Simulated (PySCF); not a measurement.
# CH$_{3}$N, triplet, SMILES `[N]C`: electronic structure

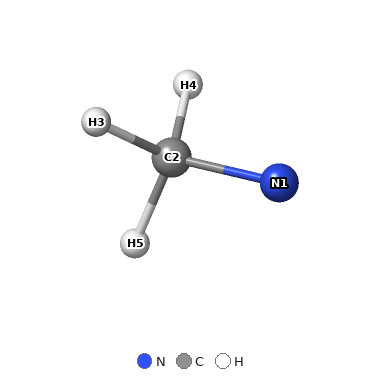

The molecule, with its atoms numbered as below. No frequency check shows the geometry to be a minimum.

Geometry (Å), atoms numbered from 1:

```
N1       0.8345    0.0000    0.0000
C2      -0.5150    0.0000    0.0000
H3      -0.9172    0.3781    0.9572
H4      -0.9171    0.6399   -0.8061
H5      -0.9171   -1.0181   -0.1511
```

## 1. Bonding charge

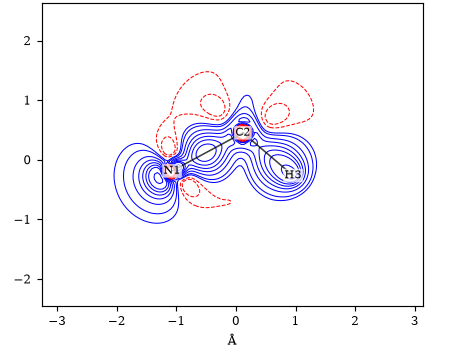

Deformation density (molecule less spherical, spin-averaged free atoms) in the plane of N1, C2 and H3; contours at ±0.05 to ±0.8 e/Å³; solid blue lines: gain, dashed red lines: loss.

Method: B3LYP/def2-TZVP; geometry: GFN2-xTB; program: PySCF. The stability of the open-shell solution wasn't checked. GFN2-xTB doesn't know the spin state, so this open-shell geometry is rough.

Describe the bonding that the map shows.

Answer. C2–H3: +0.67 e/Å³ at the bond critical point (bond length 1.10 Å, Mayer order 0.9). N1–C2: +0.60 e/Å³ at the bond critical point (bond length 1.35 Å, Mayer order 1.2). In all, 1.1 electrons gather in the regions of gain relative to the promolecule.

Where do the Hirshfeld charges lie?

Answer. The highest Hirshfeld charge is on H3, H4 and H5 (+0.06 e), the lowest on N1 (−0.11 e).

```tsv
atom	charge (e)
N1	−0.11
C2	−0.07
H3	+0.06
H4	+0.06
H5	+0.06
```

## 2. Bond critical points

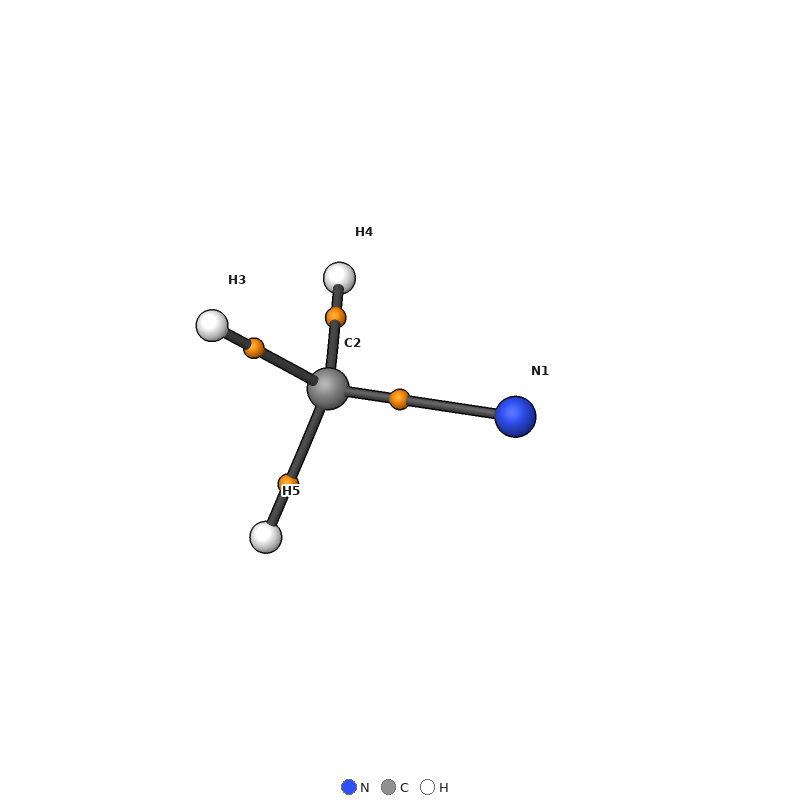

Molecular graph of the electron density (QTAIM): bond paths, bond critical points (orange), ring points (yellow, if any); weak paths are dashed.

How many critical points of each kind are there, and does the count close?

Answer. 5 nuclei, 4 bond, 0 ring and 0 cage critical points: 5 − 4 + 0 − 0 = 1, as the Poincaré–Hopf relation requires.

What does the calculation give at each kind of bond critical point?

Answer.
| bond | length (Å) | ρ (a.u.) | ∇²ρ (a.u.) | ε | H (a.u.) |
| --- | --- | --- | --- | --- | --- |
| N1–C2 | 1.350 | 0.348 | −1.20 | 0.00 | −0.510 |
| C2–H3 (3 alike) | 1.105 | 0.268 | −0.90 | 0.01 | −0.264 |

What kind of interaction is N1–C2?

Answer. Shared-shell (covalent): ρ = 0.348, ∇²ρ = −1.20, H = −0.510 a.u.

## 3. Local ionisation energy

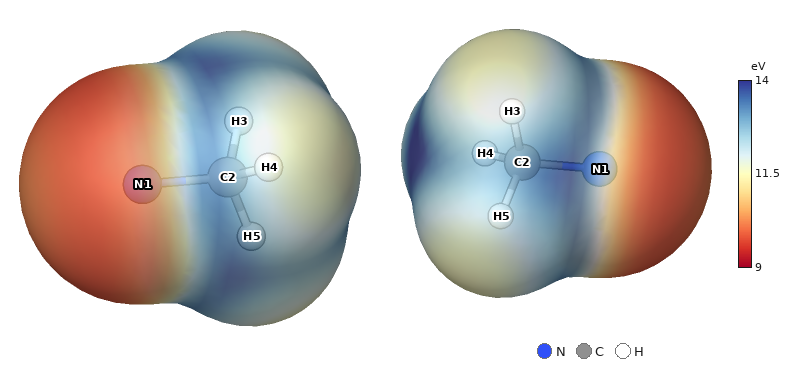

Average local ionisation energy on the surface of electron density 0.001 a.u. (back view left, front view right).

Locate the minima of the map.

Answer. The lowest value is 9.7 eV, 1.9 Å from N1, and at like points elsewhere. Further minima include 11.4 eV, 1.4 Å from H5, and at like points elsewhere. For comparison, the highest occupied orbital lies at −7.5 eV.

What volume does the surface enclose, and what is the dipole moment?

Answer. About 52 Å³; the dipole moment is 2.3 D.

## 4. Spin density

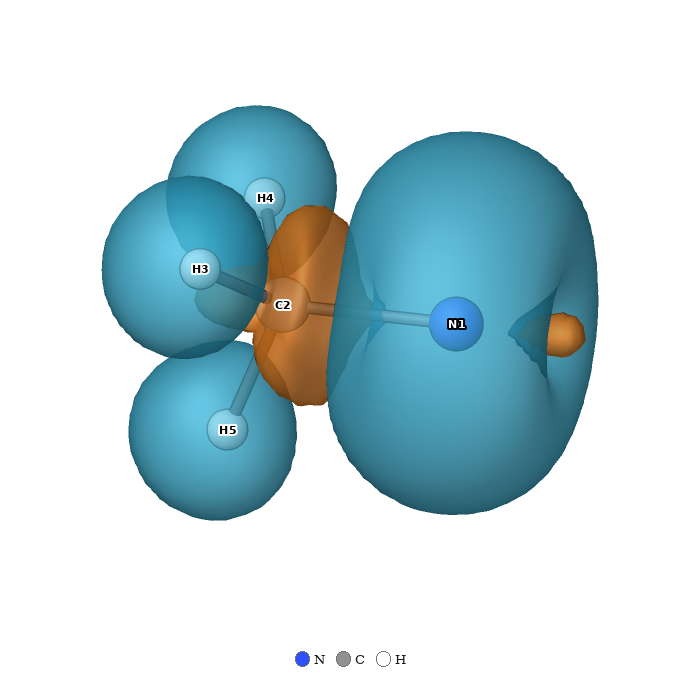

Spin density ρα − ρβ at ±0.02 e/Å³ (light blue: excess α, orange: excess β).

How is the spin shared among the atoms?

Answer. Hirshfeld spin populations: N1 +1.61, C2 +0.15 and H3, H4 and H5 +0.08. ⟨S²⟩ = 2.01, against 2.00 for a pure state. The picture also shows regions of β spin from spin polarisation; the Hirshfeld sums, whose atoms overlap, net them against the α spin of neighbours.

## 5. In an electric field

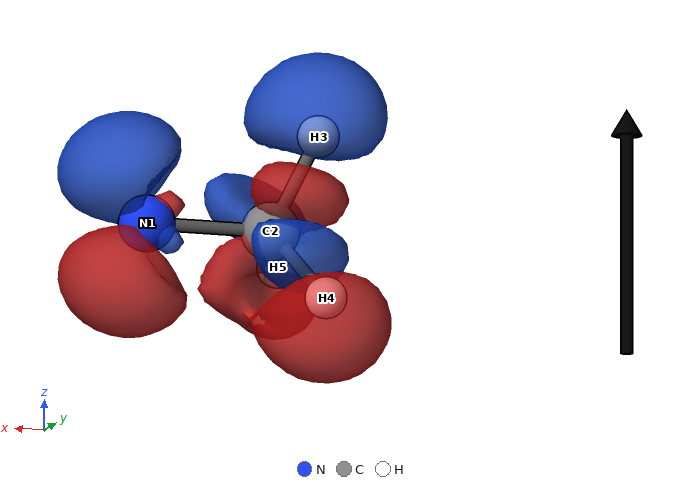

Change of the electron density in a uniform field of 0.51 V/Å along +z (arrow), surfaces at ±0.004 e/Å³ (red: gain, blue: loss).

PySCF calculation, B3LYP/def2-SVPD, gas phase; geometry: GFN2-xTB. The stability of the open-shell solution wasn't checked. GFN2-xTB doesn't know the spin state, so this open-shell geometry is rough.

The field was applied in both directions; the picture shows the one opposite to the script's first.

How large is the response?

Answer. The induced dipole is 0.50 D (along the field); α along this axis, from the fields in both directions, is 20 bohr³ (2.9 Å³).

The PySCF runs shown took 6.3 s and 10 s on 1 thread of Arm Neoverse V1, with other jobs on the host.
